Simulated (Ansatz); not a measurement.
BN₂H₇S: several calculations on one system

## 1. Relaxation

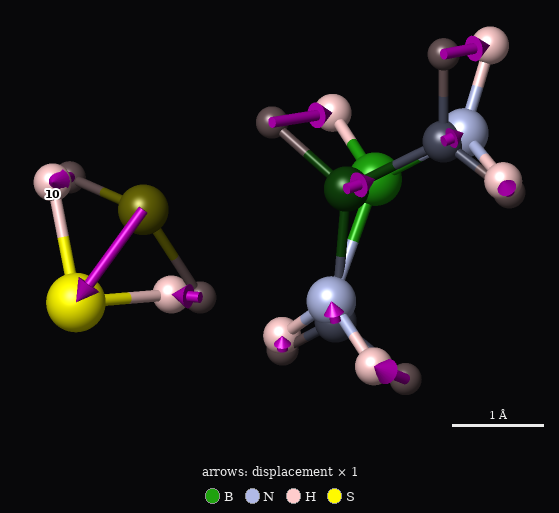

This is a relaxation of BN2H7S. The starting structure is drawn faded, the final one solid; purple arrows show the displacements, at their true length. The two geometries are superimposed by the best rigid fit.

The picture is a ball-and-stick view, seen at a tilt.

The run prepares an end point of a later path (reaction) calculation, from a guessed geometry.

Computed with RKS B3LYP/6-31G* (Ansatz). Set-up: no spin polarisation; force threshold 0.03 eV/Å; at most 50 steps.

Q: Which element moves most?

A: Sulfur: up to 1.26 Å, against 0.92 Å for hydrogen.

Q: What did the optimiser do to the structure, and how much energy did it gain?

A: The S atom moves most after the best rigid fit: 1.26 Å. By element the largest moves are S 1.26 Å, H 0.92 Å, B 0.43 Å, N 0.27 Å. Some distances before and after: B–N 1.493 → 1.429 Å, H–S 1.380 → 1.360 Å, B–H 1.193 → 1.198 Å. The energy falls by 0.293 eV in 22 accepted moves (25 points after the start). The largest force component goes from 1.7 to 0.0014 eV/Å. The line search rejected the trial steps at points 6, 18, 20 of the run. The forces were under the threshold at step 13, but the run went on from there.

Limits of the set-up: the start holds two separate molecules, 2.3 Å apart at their closest, whose relative position is a soft coordinate and is computed without a dispersion correction.

## 2. Relaxation

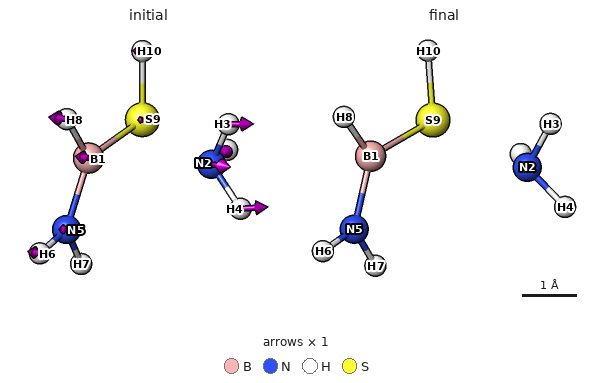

The structure of BN$_{2}$H$_{7}$S before (left) and after (right) a relaxation, at one scale. The purple arrows give the displacements, at their true length.

A ball-and-stick model, seen from a free direction.

The run prepares an end point of a later path (reaction) calculation, from a guessed geometry.

Computed with RKS B3LYP/6-31G* in Ansatz 0.2.0. Settings: no spin polarisation; force threshold 0.03 eV/Å; at most 50 steps.

What changed between the two?

An H atom moves most after the best rigid fit: 0.54 Å. Largest moves by element: H 0.54 Å, N 0.50 Å, B 0.33 Å, S 0.11 Å. Among the contacts that change: B–S 1.879 → 1.844 Å, H–N 1.037 → 1.020 Å. Over 10 accepted moves (11 points after the start) the energy falls by 0.094 eV. The largest force component goes from 0.73 to 0.006 eV/Å. The line search rejected the trial step at point 10 of the run.

Limits of the set-up: the start holds two separate molecules, 2.6 Å apart at their closest, whose relative position is a soft coordinate and is computed without a dispersion correction.

## 3. Path

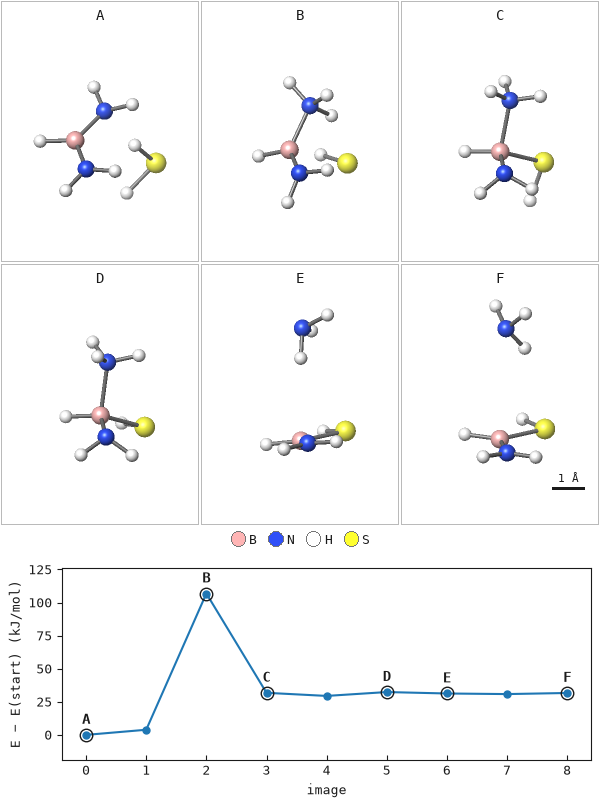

A nudged-elastic-band calculation for BN$_{2}$H$_{7}$S, made up at the start of BN₂H₅ and H₂S. Images are numbered from 0 (start) to 8 (end). Frames A to F are images 0, 2, 3, 5, 6, 8. The picture is a ball-and-stick view, seen from a free direction.

Level of theory: RKS B3LYP/6-31G* in Ansatz. Settings: 7 movable images; climbing image; force threshold 0.05 eV/Å; iteration limit 60; starting path through a guess of the saddle point.

### Describe the mechanism and the energy profile.

The path has more than one stage, and so few images may leave a stage unresolved. Breaking: B–N (1.43 → 3.58 Å), H–S (1.36 → 2.93 Å). Forming: B–S (4.27 → 1.84 Å), H–N (2.26 → 1.02 Å). The highest point, image 2, lies 106.8 kJ/mol above the start and 75.2 kJ/mol above the end; the end is at +31.7 kJ/mol relative to the start. The band converged in 51 iterations. The largest component of the band force went from 36 to 0.035 eV/Å. The climbing image converged on the top of the path. Its vibrational analysis gives one imaginary mode (426i cm⁻¹), as a transition state must have.

Limits of the set-up: the start holds two separate molecules, 2.3 Å apart at their closest, whose relative position is a soft coordinate and is computed without a dispersion correction.
